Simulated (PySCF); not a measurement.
# C6H3BrS2: what the fields show

Input file:

```
{"job": {"kind": "uv", "xc": "B3LYP", "basis": "def2-SVPD", "nstates": 8, "ntriplets": 3}, "charge": 0, "multiplicity": 1}
Br     3.982118     0.368362    -0.768105
C      2.142791     0.203857    -0.427409
C      1.576536    -0.219130     0.734616
C      0.171841    -0.215159     0.623675
S     -1.131457    -0.620846     1.680297
C     -2.275832    -0.215974     0.446898
C     -1.708950     0.206772    -0.711673
C     -0.302632     0.208177    -0.612871
S      0.996545     0.615858    -1.678190
H      2.129607    -0.512659     1.607092
H     -3.319741    -0.320185     0.665249
H     -2.259627     0.500242    -1.585607
```

Launched as:

```sh
OMP_NUM_THREADS=1 python probes_run.py task.json out
```

Geometry: GFN2-xTB.

These are results of B3LYP/def2-SVPD, SCF density, gas phase (PySCF), not measurements.

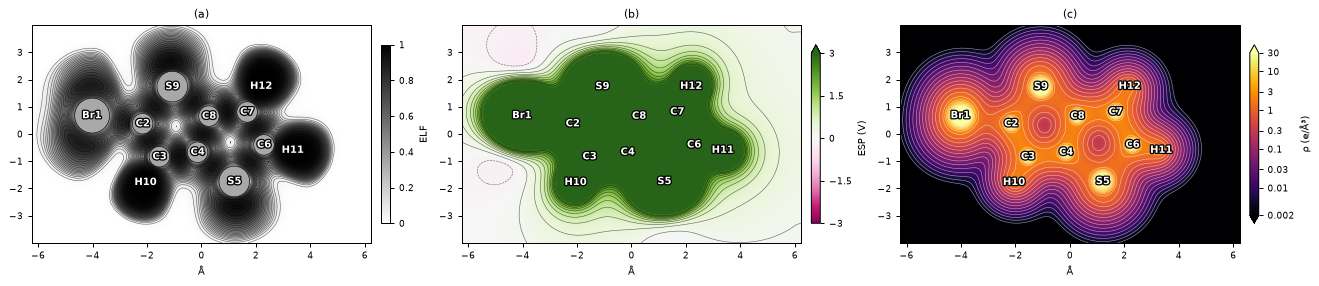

Figure 1. (a) ELF; (b) molecular electrostatic potential; (c) total electron density on the molecular plane. Grey discs cover the atomic cores in the ELF map.

Q: Read the bonding off the picture.

A: The section cuts through Br, C, S and H sites. C–C (1.36 Å): the density is about 2.2 e/Å³ at the midpoint; the ELF peaks at about 0.95 between the atoms, as expected for localised, covalent bonding. C–S (1.73 Å): the density is about 1.4 e/Å³ at the midpoint; the ELF peaks at about 0.90 between the atoms: localised, covalent bonding. C–Br (1.88 Å): ρ at the midpoint is about 1.2 e/Å³; the ELF peaks at about 0.90 between the atoms; a covalent bond. C–H (1.07 Å): ρ is about 2.1 e/Å³ halfway; the ELF climbs to about 1 towards the hydrogen, as it does in any bond to H (a covalent bond by its length). C–C (1.41 Å): ρ is about 2 e/Å³ halfway; the ELF peaks at about 0.95 between the atoms; localised, covalent bonding. The ELF also peaks beside S5, Br1 and S9, away from the bonds: lone-pair regions. The potential has no marked negative region in this plane.

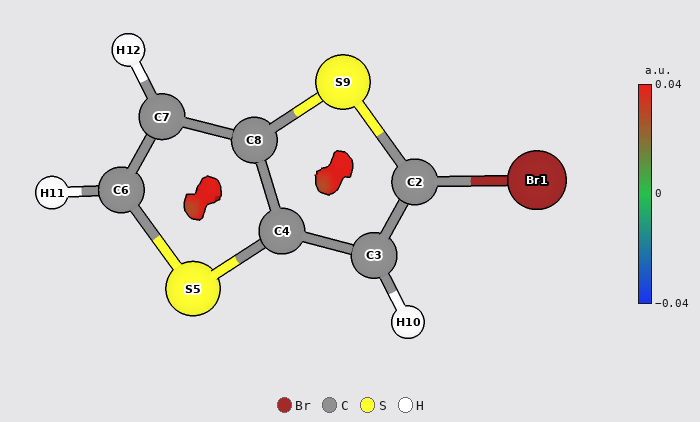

Figure 2. Non-covalent interaction (NCI) plot: the surface where the reduced density gradient is 0.5, for densities under 0.05 a.u., coloured by sign(λ₂)ρ; seen at a tilt.

Q: Identify the weak interactions.

A: Inside the ring or cage of C4, S5, C6, C7 and C8: steric crowding (red); inside the ring or cage of C2, C3, C4, C8 and S9: steric crowding (red).
